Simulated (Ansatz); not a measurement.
```yaml
atoms:
  - { symbol: F, position_ang: [1.1211, -1.3164, 1.4703] }
  - { symbol: B, position_ang: [0.4684, -0.6646, 0.5382] }
  - { symbol: O, position_ang: [-0.0429, -0.9302, -0.6273] }
  - { symbol: Ga, position_ang: [-0.3613, 1.0155, -0.1683] }
  - { symbol: H, position_ang: [-1.1353, 1.8221, -1.2543] }
```

Geometry: PBE0-D4/def2-TZVP.

Computed with RKS PBE0-D4/def2-TZVPP (Ansatz 0.2.0).

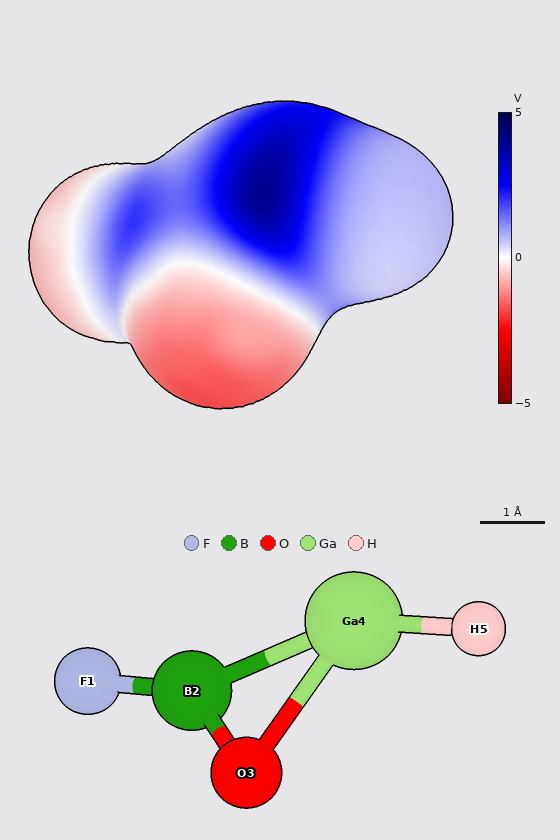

BFGaHO (SMILES F[B]1[O][GaH]1). The electrostatic potential painted on the density surface at 0.004 e/bohr³, seen at a tilt; red is negative and blue positive. The bare structure is drawn below in the same view.

> Which sites attract a positive test charge, and which a negative one?

A positive charge is drawn to the negative regions and a negative charge to the positive ones. The most negative region (about −1.7 V) lies over O3, the most positive (about +4.0 V) over Ga4. O3 is the likeliest acceptor of a hydrogen bond.
